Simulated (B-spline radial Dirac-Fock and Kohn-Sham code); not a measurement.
Platinum (Z = 78). Level of theory: a Dirac–Hartree–Slater potential of the neutral atom, no hole, surface-current nucleus; calculated with a B-spline radial atomic code.

Before looking at the plot, say what to expect. Its caption: Total internal conversion coefficients against transition energy, at the marked points and joined by straight lines (also across edges). The total sums all shells and leaves out internal pair formation.

E2 goes from 29300 at 12.4 keV to 0.00149 at 2000 keV; M1 goes from 133 at 12.4 keV to 0.00232 at 2000 keV.

Here it is:

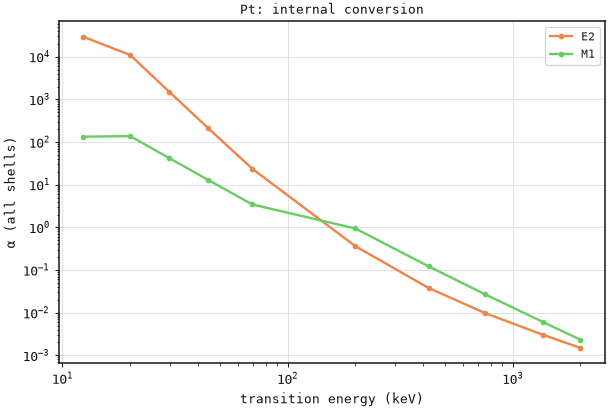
